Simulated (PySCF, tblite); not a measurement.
# C6H6F2: geometry, infrared bands, NMR shifts, spin-spin couplings and electronic excitations, part 2 of 2

tblite 0.8.0 and PySCF 2.14.0. Atoms count from 0. Earlier steps stand in the parts before.

**6. Spin-spin couplings: B3LYP/pcJ-1**

Job settings and geometry (Å):

```
{"job": {"kind": "j", "xc": "B3LYP", "basis": "pcJ-1"}, "charge": 0, "multiplicity": 1}
F      1.215643    -1.627883    -1.403841
C      0.683915    -1.088208    -0.275777
F      0.637316    -2.100532     0.630537
C      1.507259     0.064424     0.233568
C      0.805474     1.202144     0.191920
C     -0.584448     0.977742    -0.295305
C     -1.422885     0.091911     0.592321
C     -0.681433    -0.498095    -0.565466
H      2.519286    -0.078453     0.614939
H      1.169504     2.178458     0.520006
H     -1.072791     1.716896    -0.934913
H     -2.509936     0.156961     0.496687
H     -1.058414    -0.113127     1.602855
H     -1.223394    -0.902389    -1.422639
```

Level: B3LYP/pcJ-1 indirect spin-spin coupling, non-relativistic, gas phase.

Standard output:

```text
coarse grid: 12408 points
cycle   1  E = -431.7251150043  dE =  1.303e+00  |g| = 7.651e-01  |ddm| = 3.276e+00
cycle   2  E = -431.6361303446  dE =  8.898e-02  |g| = 1.113e+00  |ddm| = 1.115e+00
cycle   3  E = -431.8237559068  dE = -1.876e-01  |g| = 9.031e-02  |ddm| = 6.556e-01
cycle   4  E = -431.8248617005  dE = -1.106e-03  |g| = 5.649e-02  |ddm| = 1.127e-01
cycle   5  E = -431.8255456477  dE = -6.839e-04  |g| = 1.311e-02  |ddm| = 4.796e-02
cycle   6  E = -431.8255797415  dE = -3.409e-05  |g| = 5.440e-03  |ddm| = 1.332e-02
cycle   7  E = -431.8255868713  dE = -7.130e-06  |g| = 8.395e-04  |ddm| = 5.014e-03
final grid: 122688 points
cycle   8  E = -431.8953173643  dE = -1.744e-04  |g| = 8.032e-03  |ddm| = 2.501e-02
cycle   9  E = -431.8953029183  dE =  1.445e-05  |g| = 1.197e-02  |ddm| = 1.458e-02
cycle  10  E = -431.8953291124  dE = -2.619e-05  |g| = 8.247e-04  |ddm| = 9.055e-03
cycle  11  E = -431.8953291139  dE = -1.478e-09  |g| = 7.668e-04  |ddm| = 1.123e-03
cycle  12  E = -431.8953292476  dE = -1.337e-07  |g| = 1.570e-04  |ddm| = 6.147e-04
cycle  13  E = -431.8953292531  dE = -5.522e-09  |g| = 2.471e-05  |ddm| = 1.250e-04
cycle  14  E = -431.8953292532  dE = -1.199e-10  |g| = 8.099e-06  |ddm| = 2.668e-05
converged SCF energy = -431.8953292532

Indirect spin-spin couplings (Hz)
  i      j    bonds     total        FC       PSO       DSO        SD
  0 F    1 C    1   -299.561  -301.012   -13.414     1.244    13.621
  0 F    2 F    2    240.272    69.782    91.836    -0.324    78.978
  0 F    3 C    2     29.794    28.394    -1.062     0.075     2.387
  0 F    4 C    3     10.057    10.812     2.025    -0.214    -2.566
  0 F    5 C    3     -2.933    -2.180    -0.488    -0.171    -0.095
  0 F    6 C    3      3.896     1.730     1.215    -0.345     1.295
  0 F    7 C    2     35.812    36.260    -1.642     0.146     1.049
  0 F    8 H    3      1.667     0.527     1.018    -0.456     0.578
  0 F    9 H    4      0.552    -0.825     1.844    -1.364     0.897
  0 F   10 H    4      1.846     2.026     1.006    -0.943    -0.243
  0 F   11 H    4     -1.277    -1.453     1.412    -1.335     0.098
  0 F   12 H    4     -2.781    -1.971     0.673    -1.368    -0.116
  0 F   13 H    3     15.819    16.375    -0.610     0.494    -0.441
  1 C    2 F    1   -296.450  -298.473   -12.949     1.257    13.716
  1 C    3 C    1     60.390    61.766    -1.765     0.389         -
  1 C    4 C    2     10.022    10.457    -0.523     0.088         -
  1 C    5 C    2      6.535     6.645    -0.211     0.101         -
  1 C    6 C    2     -1.978    -1.897    -0.146     0.065         -
  1 C    7 C    1     61.842    63.085    -1.659     0.417         -
  1 C    8 H    2      2.497     2.580    -0.119     0.037         -
  1 C    9 H    3     14.521    14.634     0.222    -0.335         -
  1 C   10 H    3      3.192     3.214     0.235    -0.257         -
  1 C   11 H    3      3.534     3.522     0.293    -0.280         -
  1 C   12 H    3      5.232     5.230    -0.311     0.313         -
  1 C   13 H    2     -1.281    -1.217    -0.205     0.141         -
  2 F    3 C    2     31.901    33.086    -2.948     0.086     1.677
  2 F    4 C    3      7.642     8.745     1.705    -0.254    -2.553
  2 F    5 C    3      4.201     5.852    -1.067    -0.259    -0.325
  2 F    6 C    3      1.978     2.132    -0.889     0.058     0.676
  2 F    7 C    2     30.954    32.336    -2.740     0.115     1.244
  2 F    8 H    3      1.738     1.437     0.159    -0.168     0.310
  2 F    9 H    4      0.537    -0.490     1.744    -1.393     0.676
  2 F   10 H    4     12.173    12.318     1.424    -1.651     0.082
  2 F   11 H    4     -0.758    -0.358     0.565    -0.893    -0.073
  2 F   12 H    4      0.979    -0.167     0.267     1.035    -0.156
  2 F   13 H    3     -1.058    -1.152     0.863    -0.892     0.123
  3 C    4 C    1     75.919    85.770   -10.092     0.240         -
  3 C    5 C    2      1.056     1.267    -0.239     0.028         -
  3 C    6 C    3      2.526     2.455     0.078    -0.006         -
  3 C    7 C    2      9.601     9.800    -0.258     0.058         -
  3 C    8 H    1    181.375   180.423    -0.050     1.002         -
  3 C    9 H    2      3.941     5.537    -1.199    -0.397         -
  3 C   10 H    3      5.012     5.136     0.313    -0.438         -
  3 C   12 H    4     -0.489    -0.486    -0.187     0.183         -
  3 C   13 H    3      3.465     3.599     0.286    -0.420         -
  4 C    5 C    1     50.033    51.489    -1.730     0.274         -
  4 C    6 C    2     -2.640    -2.400    -0.253     0.013         -
  4 C    7 C    2      0.281     0.437    -0.200     0.044         -
  4 C    8 H    2      3.837     5.395    -1.126    -0.432         -
  4 C    9 H    1    175.282   174.537    -0.111     0.856         -
  4 C   10 H    2      1.200     1.372     0.021    -0.193         -
  4 C   11 H    3      3.531     3.581     0.366    -0.417         -
  4 C   12 H    3      5.345     5.309    -0.144     0.180         -
  4 C   13 H    3      3.023     3.153     0.295    -0.425         -
  5 C    6 C    1     14.713    15.597    -1.118     0.234         -
  5 C    7 C    1     12.893    13.684    -1.070     0.280         -
  5 C    8 H    3     12.161    12.189     0.438    -0.467         -
  5 C    9 H    2      8.825     9.000     0.022    -0.196         -
  5 C   10 H    1    181.023   179.579     0.366     1.078         -
  5 C   11 H    2     -1.423    -1.493     0.275    -0.205         -
  5 C   12 H    2     -1.930    -2.036     0.278    -0.173         -
  5 C   13 H    2     -0.855    -0.915     0.269    -0.209         -
  6 C    7 C    1     15.948    16.964    -1.269     0.253         -
  6 C    8 H    4     -2.167    -2.210     0.390    -0.348         -
  6 C    9 H    3      0.698     0.719     0.270    -0.291         -
  6 C   10 H    2     -0.965    -1.015     0.325    -0.276         -
  6 C   11 H    1    166.845   165.423     0.569     0.854         -
  6 C   12 H    1    176.703   175.464     0.283     0.956         -
  6 C   13 H    2     -0.813    -0.845     0.284    -0.252         -
  7 C    8 H    3      4.823     4.839     0.429    -0.445         -
  7 C    9 H    3      3.909     3.917     0.448    -0.457         -
  7 C   10 H    2     -0.766    -0.836     0.269    -0.200         -
  7 C   11 H    2     -1.746    -1.822     0.219    -0.143         -
  7 C   12 H    2     -2.441    -2.572     0.261    -0.130         -
  7 C   13 H    1    182.299   180.854     0.193     1.252         -
  8 H    9 H    3      6.667     6.970     0.502    -0.805         -
  8 H   11 H    5      0.522     0.606     1.625    -1.709         -
  8 H   12 H    5      0.444     0.498     0.503    -0.556         -
  8 H   13 H    4      1.239     1.359     1.956    -2.077         -
  9 H   10 H    3      2.699     2.770     0.621    -0.692         -
  9 H   13 H    4      0.495     0.578     1.864    -1.946         -
 10 H   11 H    3      8.140     8.194     0.203    -0.257         -
 10 H   12 H    3      3.901     3.931     2.433    -2.464         -
 10 H   13 H    3      6.217     6.261     0.309    -0.352         -
 11 H   12 H    2     -5.189    -5.338     2.815    -2.666         -
 11 H   13 H    3      9.284     9.317     0.068    -0.101         -
 12 H   13 H    3      4.715     4.732     2.390    -2.407         -
```

Wall time 2.2 min (1 thread of Arm Neoverse N1, shared host); peak memory 1.1 GiB.

A choice of the couplings up to four bonds, sorted by the number of bonds; isotopes 13C, 19F, 1H:

```csv
pair,bonds,J (Hz),Fermi contact (Hz),dihedral (°)
F0–C1,1,-299.6,-301.0,–
C1–F2,1,-296.4,-298.5,–
C7–H13,1,182.3,180.9,–
C3–H8,1,181.4,180.4,–
C5–H10,1,181.0,179.6,–
C6–H12,1,176.7,175.5,–
C4–H9,1,175.3,174.5,–
C6–H11,1,166.8,165.4,–
C3–C4,1,75.9,85.8,–
F0–F2,2,240.3,69.8,–
F0–C7,2,35.8,36.3,–
F2–C3,2,31.9,33.1,–
F2–C7,2,31.0,32.3,–
F0–C3,2,29.8,28.4,–
C1–C4,2,10.0,10.5,–
C3–C7,2,9.6,9.8,–
C5–H9,2,8.8,9.0,–
C1–C5,2,6.5,6.6,–
F0–H13,3,15.8,16.4,24
C1–H9,3,14.5,14.6,179
C5–H8,3,12.2,12.2,-175
F0–C4,3,10.1,10.8,116
H11–H13,3,9.3,9.3,-4
H10–H11,3,8.1,8.2,6
F2–C4,3,7.6,8.7,-126
H8–H9,3,6.7,7.0,2
H10–H13,3,6.2,6.3,1
F2–H10,4,12.2,12.3,–
F0–H12,4,-2.8,-2.0,–
C6–H8,4,-2.2,-2.2,–
F0–H10,4,1.8,2.0,–
F0–H11,4,-1.3,-1.5,–
H8–H13,4,1.2,1.4,–
```

The spin-dipole term was solved for some atoms only; pairs without it lack that part.

Shifts (PBE0/pcSseg-1, unscaled) and these couplings together give the proton spectrum at 500 MHz below.

¹H NMR δ 6.50 (dd, J = 6.7, 2.7 Hz, 1H), 5.57 (dtd, J = 6.7, 1.7, 1.2 Hz, 1H), 1.86 (m, 1H), 1.84 (m, 1H), 1.04 (m, 1H), 0.69 (m, 1H).

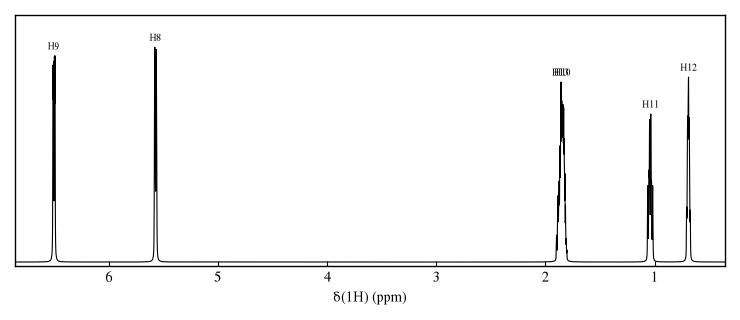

Simulated proton spectrum at 500 MHz, by exact diagonalisation of each spin system; lines 1.2 Hz wide, exchangeable protons uncoupled.

**7. Ultraviolet spectrum: CAM-B3LYP/def2-SVPD**

Same as in step 6 but for these lines:

```diff
@@ -1,2 +1,2 @@
-{"job": {"kind": "j", "xc": "B3LYP", "basis": "pcJ-1"}, "charge": 0, "multiplicity": 1}
+{"job": {"kind": "uv", "xc": "CAM-B3LYP", "basis": "def2-SVPD", "ip": true}, "charge": 0, "multiplicity": 1}
 F      1.215643    -1.627883    -1.403841
```

Method: TDDFT CAM-B3LYP/def2-SVPD, vertical, gas phase, core orbitals frozen in the response.

Standard output:

```text
coarse grid: 12408 points
cycle   1  E = -431.2495562197  dE =  1.588e+00  |g| = 7.025e-01  |ddm| = 6.412e+00
cycle   2  E = -431.2328388493  dE =  1.672e-02  |g| = 8.434e-01  |ddm| = 1.975e+00
cycle   3  E = -431.3442671761  dE = -1.114e-01  |g| = 6.437e-02  |ddm| = 9.767e-01
cycle   4  E = -431.3449435918  dE = -6.764e-04  |g| = 3.136e-02  |ddm| = 1.700e-01
cycle   5  E = -431.3451671316  dE = -2.235e-04  |g| = 5.322e-03  |ddm| = 7.143e-02
cycle   6  E = -431.3451729608  dE = -5.829e-06  |g| = 2.242e-03  |ddm| = 1.403e-02
final grid: 122688 points
cycle   7  E = -431.4177271186  dE = -3.670e-05  |g| = 4.845e-03  |ddm| = 1.122e-01
cycle   8  E = -431.4177249250  dE =  2.194e-06  |g| = 6.086e-03  |ddm| = 1.710e-02
cycle   9  E = -431.4177321860  dE = -7.261e-06  |g| = 3.567e-04  |ddm| = 8.010e-03
cycle  10  E = -431.4177322069  dE = -2.092e-08  |g| = 2.097e-04  |ddm| = 1.085e-03
cycle  11  E = -431.4177322184  dE = -1.152e-08  |g| = 3.915e-05  |ddm| = 4.979e-04
cycle  12  E = -431.4177322188  dE = -3.521e-10  |g| = 1.170e-05  |ddm| = 8.834e-05
converged SCF energy = -431.4177322188

Static polarisability (au): isotropic 64.490, principal 55.511 64.954 73.004

Singlet excitations
state   eV       nm        f      main configurations
  1   6.3093    196.5   0.10207   H->L 0.92
  2   7.4460    166.5   0.01104   H->L+1 0.86
  3   7.4839    165.7   0.06394   H-1->L 0.67, H-2->L 0.20
  4   7.6734    161.6   0.01917   H-2->L 0.66, H-1->L 0.23
  5   7.9887    155.2   0.02566   H->L+3 0.86
  6   8.2244    150.8   0.02671   H->L+2 0.87
  7   8.3361    148.7   0.00124   H->L+4 0.77
  8   8.4290    147.1   0.05580   H-3->L 0.40, H-4->L 0.34, H->L+4 0.10
  9   8.7203    142.2   0.00897   H-1->L+1 0.66, H-1->L+3 0.10, H-4->L 0.08
 10   8.7395    141.9   0.01786   H-4->L 0.30, H->L+5 0.27, H-3->L 0.20

Triplet excitations (Tamm-Dancoff, eV): 4.0733 6.9773 7.2865 7.3358
Vertical ionisation energy (delta-SCF) = 9.7799 eV
```

Wall time 2.8 min (1 thread of Arm Neoverse N1, shared host); peak memory 0.99 GiB.

Frontier orbitals and where they lie:

```csv
orbital,eV,atoms
HOMO−3,-11.35,"C5 23 %, C6 14 %, C3 14 %"
HOMO−2,-10.83,"F0 18 %, C1 15 %, C7 14 %"
HOMO−1,-10.44,"C7 33 %, C6 21 %, C5 16 %"
HOMO,-8.96,"C3 30 %, C4 23 %, C5 15 %"
LUMO,0.56,"C4 34 %, C3 28 %, C6 6 %"
LUMO+1,1.42,"H10 14 %, C5 14 %, C4 12 %"
LUMO+2,1.94,"C6 14 %, F2 11 %, H12 10 %"
```

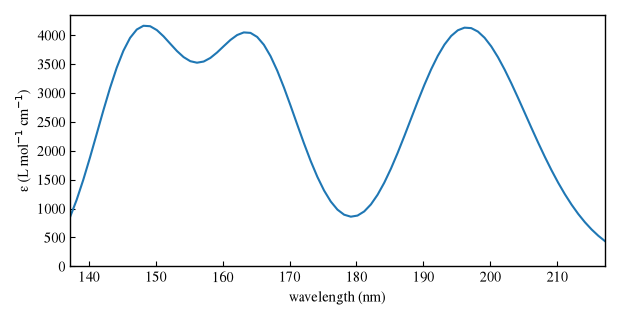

Absorption spectrum: each of the 10 states is a Gaussian band of 0.4 eV half-width at 1/e. Beyond the last state computed it falls off for lack of states.

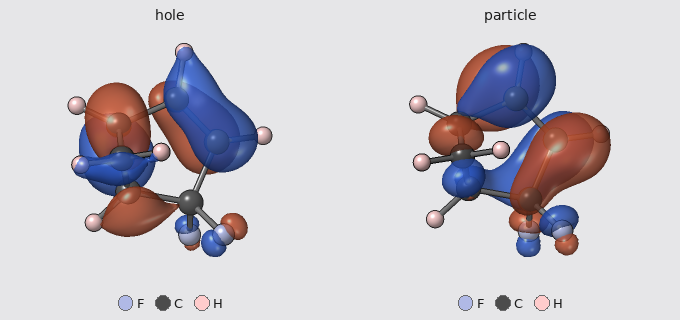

Leading natural transition orbitals of singlet state 1: the electron leaves the hole (left) for the particle orbital (right).

Ground-state properties from the same run:

```csv
property,computed
dipole moment (D),3.04
polarisability (Å³),9.56
HOMO–LUMO gap (eV),9.53
−ε(HOMO) (eV),8.96
```

**8. Shielding tensors: B3LYP/pcSseg-1**

Same as in step 7 but for these lines:

```diff
@@ -1,2 +1,2 @@
-{"job": {"kind": "uv", "xc": "CAM-B3LYP", "basis": "def2-SVPD", "ip": true}, "charge": 0, "multiplicity": 1}
+{"job": {"kind": "nmr", "xc": "B3LYP", "basis": "pcSseg-1", "pop": false}, "charge": 0, "multiplicity": 1}
 F      1.215643    -1.627883    -1.403841
```

Method: GIAO B3LYP/pcSseg-1 NMR shielding, non-relativistic, gas phase.

Standard output:

```text
coarse grid: 12408 points
cycle   1  E = -431.6760531108  dE =  1.347e+00  |g| = 7.551e-01  |ddm| = 3.423e+00
cycle   2  E = -431.5863208271  dE =  8.973e-02  |g| = 1.102e+00  |ddm| = 1.147e+00
cycle   3  E = -431.7745188021  dE = -1.882e-01  |g| = 8.910e-02  |ddm| = 6.794e-01
cycle   4  E = -431.7758898057  dE = -1.371e-03  |g| = 4.444e-02  |ddm| = 1.081e-01
cycle   5  E = -431.7763109617  dE = -4.212e-04  |g| = 1.222e-02  |ddm| = 4.096e-02
cycle   6  E = -431.7763415777  dE = -3.062e-05  |g| = 5.058e-03  |ddm| = 1.332e-02
cycle   7  E = -431.7763478875  dE = -6.310e-06  |g| = 7.899e-04  |ddm| = 4.994e-03
final grid: 122688 points
cycle   8  E = -431.8471937121  dE = -3.753e-05  |g| = 7.744e-03  |ddm| = 2.837e-02
cycle   9  E = -431.8471790660  dE =  1.465e-05  |g| = 1.194e-02  |ddm| = 1.532e-02
cycle  10  E = -431.8472056219  dE = -2.656e-05  |g| = 7.405e-04  |ddm| = 9.331e-03
cycle  11  E = -431.8472057237  dE = -1.018e-07  |g| = 3.090e-04  |ddm| = 7.799e-04
cycle  12  E = -431.8472057428  dE = -1.909e-08  |g| = 1.320e-04  |ddm| = 3.115e-04
cycle  13  E = -431.8472057468  dE = -3.972e-09  |g| = 2.449e-05  |ddm| = 1.156e-04
cycle  14  E = -431.8472057469  dE = -1.280e-10  |g| = 6.339e-06  |ddm| = 2.708e-05
converged SCF energy = -431.8472057469

GIAO shielding tensors (ppm)
atom      isotropic    diamagn.    paramagn.     s11        s22        s33       span
  0 F      270.319     473.394    -203.075    185.243    285.845    339.868    154.625
  1 C       43.455     240.017    -196.562     33.163     41.669     55.534     22.370
  2 F      294.334     473.872    -179.538    177.361    332.449    373.192    195.831
  3 C       43.740     255.970    -212.230    -65.944     64.030    133.134    199.078
  4 C       26.165     251.927    -225.762    -87.483     24.633    141.345    228.828
  5 C      155.138     251.980     -96.843    118.299    142.877    204.237     85.938
  6 C      152.805     251.358     -98.553    119.770    152.417    186.228     66.458
  7 C      155.364     252.722     -97.359    121.738    137.967    206.386     84.648
  8 H       25.915      29.996      -4.082     24.377     25.740     27.628      3.251
  9 H       24.990      29.972      -4.982     23.854     25.476     25.640      1.786
 10 H       29.584      30.783      -1.199     24.043     26.303     38.405     14.361
 11 H       30.375      29.745       0.630     25.267     25.682     40.176     14.909
 12 H       30.715      30.301       0.414     25.872     29.557     36.717     10.845
 13 H       29.571      30.982      -1.411     23.824     27.454     37.434     13.610
```

Run time: 36 s. Hardware: 1 thread of Arm Neoverse N1, shared host; peak memory 0.75 GiB.

Key values: δ C4 153.1, C1 135.8, C3 135.5, C6 26.4, H9 6.39, H8 5.47 ppm.

**9. Comparing the runs: NMR shifts**

Shifts (ppm) of some atoms, chosen among heavy atoms and hydrogens apart, with basis size and wall time:

```csv
run,C3,C1,C7,H9,H8,F0,F2,functions,time
PBE0/pcSseg-1,135.2,133.3,23.4,6.50,5.57,-96.7,-120.1,166,47 s
B3LYP/pcSseg-1,135.5,135.8,23.9,6.39,5.47,-98.4,-122.4,166,36 s
```

**10. What came out**

What follows sums up all 2 parts.

| quantity | value |
| --- | --- |
| strongest single infrared mode (GFN2-xTB) | 1028 cm⁻¹, 94 km/mol |
| zero-point energy (GFN2-xTB) | 65.1 kcal/mol |
| point group | C1 |
| rotational constants (main isotopes) | 3.48, 2.05, 1.80 GHz |
| ¹³C shifts against TMS (PBE0/pcSseg-1) | 152.9, 135.2, 133.3, 26.1, 23.8, 23.4 ppm |
| ¹H shifts against TMS (PBE0/pcSseg-1) | 6.50, 5.57, 1.86, 1.84, 1.04, 0.69 ppm |
| ¹⁹F shifts against CFCl3 (PBE0/pcSseg-1) | -96.7, -120.1 ppm |
| surface potential, least and greatest | -1.03 V and 1.08 V |
| largest coupling of the table (B3LYP/pcJ-1) | ¹J(F,C) F0–C1, -299.6 Hz |
| lowest singlet (CAM-B3LYP/def2-SVPD) | 6.31 eV (197 nm), f = 0.102 |
| lowest triplet | 4.07 eV |
| vertical ionisation energy (ΔSCF) | 9.78 eV |
| range of the shift of C1 | 133.3 to 135.8 ppm |

What this shows: Relaxing lowered the energy by 0.373 eV in 31 steps; the close pair that moved most is C6–H12, from 1.130 to 1.080 Å (GFN2-xTB). All 36 modes are real, so the xTB geometry is a minimum. The strongest single mode, at 1028 cm⁻¹, has its largest shares on C1, C5 and H9 (the list is cut at 3 atoms). GFN2-xTB is a fitted tight-binding method: band positions and strengths are rough. Its intensities can rank the bands wrongly. The optimisation took 8 steps and gained 0.149 eV; among the close pairs (by a distance rule), C3–H8 changed most, from 1.048 to 1.091 Å (PBE0/def2-SVP). At PBE0/pcSseg-1: The largest span, 229 ppm, is at C4, where the paramagnetic term is -220 ppm. By nearest atom (PBE0/pcSseg-1), the HOMO sits on C3 32 %; C4 21 % and the LUMO on C3, C4 about 30 % each; H8, H9 about 8 % each. In the run at B3LYP/pcJ-1, the largest coupling of the table is F0–C1, -299.6 Hz, of which the Fermi-contact term gives -301.0 Hz. Couplings across rotatable bonds belong to this one conformer; where others are populated, the observed values are averages. Density functionals describe couplings to fluorine poorly, F–F couplings above all, so those rows are rough. The lowest singlet, at 6.31 eV, is HOMO→LUMO 0.92 and is bright. The lowest triplet lies 2.24 eV below the lowest singlet (triplets in Tamm-Dancoff, singlets in full TDDFT). The orbital energy would give 8.96 eV for ionisation, ΔSCF gives 9.78 eV. In ppm, C1 moves most: its shift spreads over 2.5 ppm, from 133.3 (PBE0/pcSseg-1) to 135.8 (B3LYP/pcSseg-1).
